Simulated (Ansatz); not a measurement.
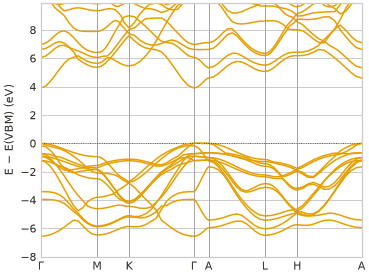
Figure: Band structure from r²SCAN (plane waves, PAW; program Ansatz)

Q: Read off the gap and where the band edges lie.

A: About 3.9 eV (3.90 eV by a search for the band edges); maximum at Γ, minimum at Γ.

Q: Pick the material that matches.
A. Ga2O3, La2O3 or Ni2Al3 type
B. AlGaN2, P3m1 (Pearson symbol hP8)
C. Al3GaN4, P3m1 (Pearson symbol hP8)
D. Si3N4, P31c (Pearson symbol hP28)

A: C, Al3GaN4, P3m1 (Pearson symbol hP8)

The start of the workflow was typed in or built on a structure type; neither database checked (COD, Materials Project) lists it. Whether it is the stable phase at ambient conditions was not checked. Symmetry was held in the r²SCAN relaxation; its stability against distortions is not shown here. Spin–orbit coupling is left out wherever it is not named.

Potentials: the earlier of the program's two PAW sets.
